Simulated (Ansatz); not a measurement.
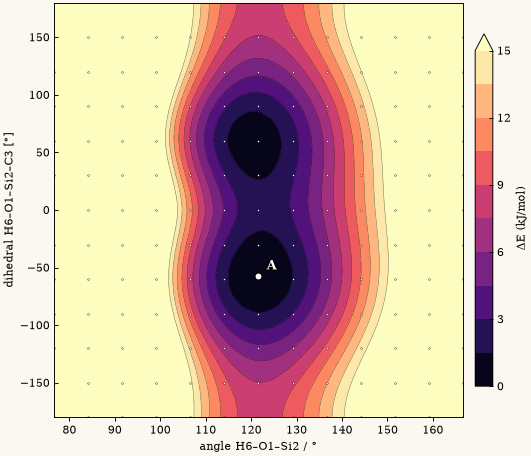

CH4BrFOSi, SMILES O[SiH2]C(F)Br. 
- Coordinates scanned: (1) angle H6–O1–Si2; (2) dihedral H6–O1–Si2–C3.
- Nothing is relaxed (all other coordinates rigid).
- The grid has 13 × 12 points.
- All energies are given in kJ/mol relative to the relaxed molecule at the same level.
- These are results of RHF/def2-SVP in Ansatz 0.2.0, not measurements.

In the figure: filled contours, dots at the grid points, one colour for all values above the top of the scale, the well A. Between grid points the surface is interpolated.

Question: Estimate the position of the minimum and the force constants in these coordinates. Take the well at A.

Answer: The interpolated minimum is at angle H6–O1–Si2 ≈ 121.6°, dihedral H6–O1–Si2–C3 ≈ −58°. The curvatures there are about 2 eV/rad² and 0.1 eV/rad², with a cross term of about −0.01 eV/rad². Round the minimum the two coordinates are nearly uncoupled. (1 eV is 96.5 kJ/mol.)
